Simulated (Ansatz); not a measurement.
# In···H₅NSi (doublet): what the fields show

Input file:

```
crystal:
  periodic: [false, false, false]
  atoms:
    - symbol: In
      position_ang: [-1.053469, 3.931260, 2.601767]
    - symbol: "N"
      position_ang: [-1.165741, 3.033587, 0.052871]
    - symbol: Si
      position_ang: [-1.530569, 1.302094, 0.029598]
    - symbol: H
      position_ang: [-1.863797, 3.640711, -0.374496]
    - symbol: H
      position_ang: [-0.258667, 3.302600, -0.325739]
    - symbol: H
      position_ang: [-2.849928, 1.123961, 0.695131]
    - symbol: H
      position_ang: [-1.606030, 0.739931, -1.359235]
    - symbol: H
      position_ang: [-0.437696, 0.614309, 0.769846]
basis:
  gaussian:
    orbitals: def2-TZVPD
output: {forces: true, orbitals: {seedname: orbitals}}
hamiltonian:
  xc: pbe0
magnetization:
  spin_polarized: true
  initial_magnetization: 1
```

Run with:

```sh
ansatz run input.yaml --threads 2 --pin off --max-ram 4350MiB --events-out events.jsonl --progress --plain --runs-dir runs
```

Geometry: PBE0-D3(BJ)/def2-SVP; core potentials replace the inner electrons of In.

Method: isolated molecule in a Gaussian basis; Kohn-Sham density functional theory, functional PBE0 in Ansatz 0.2.0.

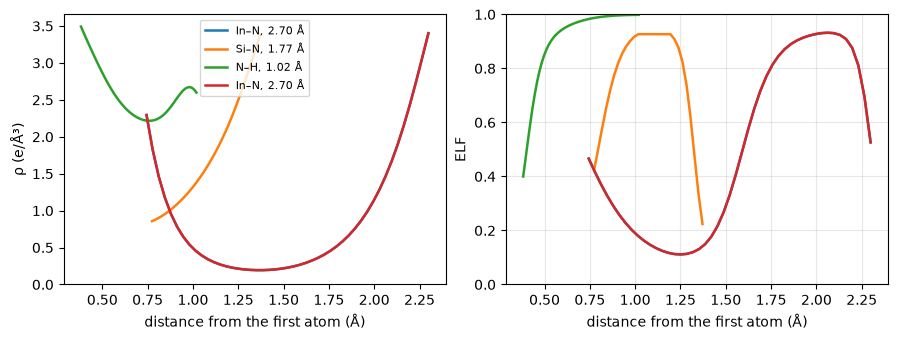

Figure 1. Electron density and ELF along straight lines between neighbouring atoms. The curves leave out the atomic cores.

Question: Compare the contacts.

Answer: In1···N2 (2.70 Å): the density falls to about 0.19 e/Å³ on the way; the ELF dips to about 0.10 between them.
Si–N (1.77 Å): the density is about 1 e/Å³ at the midpoint; the ELF peaks at about 0.95 between the atoms, as expected for a shared but strongly polarised pair.
N–H (1.02 Å): ρ at the midpoint is about 2.8 e/Å³; the ELF climbs to about 1 towards the hydrogen, as it does in any bond to H: a covalent bond by its length.
In–N (2.70 Å): the density is about 0.19 e/Å³ at the midpoint; the ELF is about 0.15 at the midpoint.

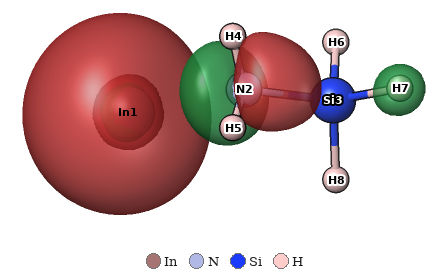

Figure 2. One frontier orbital at ±0.1 Å⁻³ᐟ² (green and red are the two phases), seen from one side.

Question: Which orbital is it: HOMO (β) or LUMO (β)?

Answer: The HOMO (β), at −7.19 eV. Its weight (Hirshfeld) is mainly on In1 (about 70 %) and N2 (about 20 %).
